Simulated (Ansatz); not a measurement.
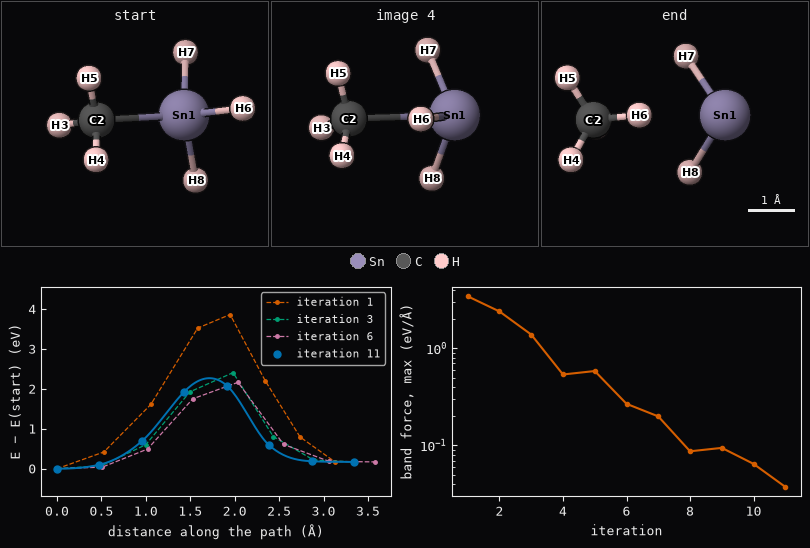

NEB run on CH6Sn. Images are numbered from 0 (start) to 7 (end). The plot follows the band through its iterations. The picture is a ball-and-stick view, seen at a tilt.

Method: Ansatz, RKS B3LYP-D4/def2-SVP. Set-up: 6 movable images; no climbing image; force threshold 0.05 eV/Å; iteration limit 60; starting path through a guess of the saddle point.

Q: How did the profile develop, and is the result final?

A: The run is converged, with reservations. The band converged in 11 iterations. The largest component of the band force went from 3.4 to 0.037 eV/Å. No image climbed, so the highest image needn't lie on the saddle point, and the true maximum along this path can be higher. The first iteration put the highest image at 3.86 eV. The highest point, image 4, lies 2.08 eV above the start and 1.91 eV above the end; the end is at +0.17 eV relative to the start.
